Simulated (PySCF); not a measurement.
# CH4F3N2Si: the cost of one run

Programs: PySCF 2.14.0, with routines of our own; each step states its level. All values are computed. Atoms count from 0.

## 1. The system as given

11 atoms, charge 0, multiplicity 2; geometry from: GFN2-xTB.

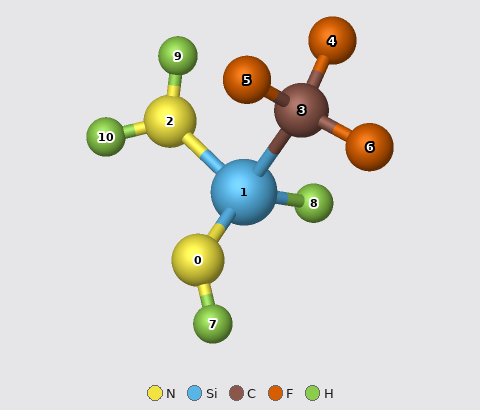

The starting geometry (nitrogen yellow, silicon blue, carbon brown, fluorine orange, hydrogen green).

## 2. Open-shell or spin-flip excitations: unrestricted TDDFT CAM-B3LYP/def2-SVPD

What the job is given:

```
{"job": {"kind": "uabs", "xc": "CAM-B3LYP", "basis": "def2-SVPD", "nstates": 10, "tda": false}, "charge": 0, "multiplicity": 2}
N     -0.492062     1.174224    -1.396085
Si    -0.544226     0.537104     0.127540
N     -1.394231    -0.966541     0.207738
C      1.333468    -0.127669     0.257652
F      1.461500    -0.880986     1.361834
F      1.693498    -0.889583    -0.772499
F      2.214876     0.867910     0.361452
H     -0.584913     2.146102    -1.639690
H     -0.714940     1.137556     1.447661
H     -0.937917    -1.794876     0.555055
H     -2.029628    -1.200570    -0.536622
```

Method: unrestricted TDDFT CAM-B3LYP/def2-SVPD, vertical, gas phase, core orbitals frozen in the response.

Started as:

```console
$ OMP_NUM_THREADS=1 python excited_run.py task.json out
```

One launch serves the whole session: the jobs run in the order shown.

**Question.** How long does this job take on 1 thread of Arm Neoverse V2, shared host, and how much memory does it need?

About 67 s, with a peak of 0.7 GiB.
